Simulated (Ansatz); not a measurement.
```xyz
7

N    -0.8901    0.7131   -0.9669
In    0.0649    0.0229    0.6663
O    -0.7618    0.8774    2.2770
H    -0.8690    0.1980   -1.8356
H    -1.7989    1.1383   -0.8420
H     1.4342   -0.9975    0.7453
H    -0.3217    0.6580    3.1043
```

Core potentials replace the inner electrons of In.

The calculation used RKS PBE0-D4/def2-mTZVP in Ansatz 0.2.0.

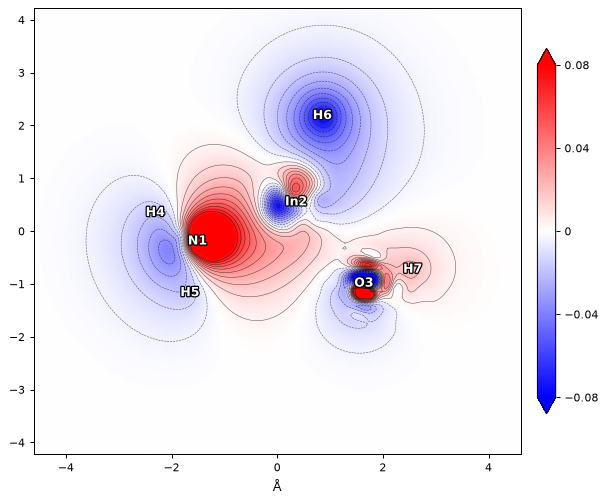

H4InNO (SMILES [NH2][InH][OH]). The HOMO−1 on the plane of atoms O3, In2 and H6 (values in Å⁻³ᐟ²; the overall sign is arbitrary).

> Describe this orbital and give its energy.

It lies mainly on O3 (about 80 %) and In2 (about 10 %); largely a lone pair of O3. Its energy is −8.17 eV.
